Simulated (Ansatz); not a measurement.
One crystal and one scan (scan of one atom of the cell) at two levels, PBE (plane waves to 420 eV, PAW, scalar-relativistic; Ansatz, a program for electronic structure) and r2SCAN (plane waves to 500 eV, PAW, scalar-relativistic; Ansatz), each from its own relaxed cell and on its own mesh. The cell shown is that of PBE.

Al (fcc, Cu type)

```yaml
crystal:
  lattice:
    - [4.03999, 0.00000, 0.00000]
    - [0.00000, 4.03999, 0.00000]
    - [0.00000, 0.00000, 4.03999]
  atoms:
    - { symbol: Al, position: [0.00000, 0.00000, 0.00000] }
    - { symbol: Al, position: [0.50000, 0.50000, 0.00000] }
    - { symbol: Al, position: [0.50000, 0.00000, 0.50000] }
    - { symbol: Al, position: [0.00000, 0.50000, 0.50000] }
```

In this cell atom 1 (Al, nearest neighbour Al at 2.857 Å; its periodic images, 4.0 Å or more away, move with it) is moved by s along Cartesian [111], unit vector (0.577, 0.577, 0.577); all other atoms and the cell stay fixed.

Energies are smeared free energies. Al was relaxed with its symmetry unable to fall. The PAW data are Ansatz's earlier set. (PBE) On this mesh the relaxed cell isn't quite at rest: it carries a pressure of 0.2 GPa (compression positive) at the zero of the scan. (r2SCAN) On this mesh the relaxed cell isn't quite at rest: it carries a pressure of 0.3 GPa (compression positive) at the zero of the scan. With partly filled bands, energies and forces of such displacements shift with the k mesh and the smearing. Percentages come from the unrounded values.

```json
[
 {"quantity": "Lattice constant a (Å)", "PBE": "4.040", "r2SCAN": "3.991", "PBE − r2SCAN": "+0.049 (+1.2 %)"},
 {"quantity": "Force constant k = d²E/ds² at s = 0 (finite differences) (eV/Å²)", "PBE": "4.35", "r2SCAN": "5.50", "PBE − r2SCAN": "-1.15 (-21 %)"}
]
```

PBE gives the higher value for: lattice constant a. PBE gives the lower value for: force constant k = d²E/ds² at s = 0. Both give the same shape of the curve: a single well with its minimum at or next to zero displacement. Neither level is exact: the differences show how much the result hangs on the functional.

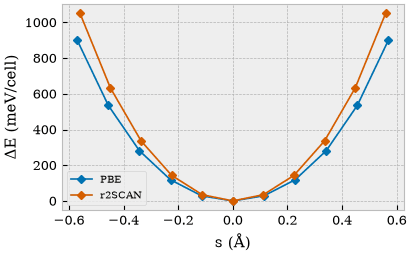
Fig. 1. ΔE, each from the undisplaced structure of its own level.

(A displaced cell: forces are minus the slopes of the energy, force constants its curvatures, and phonons follow from these.)
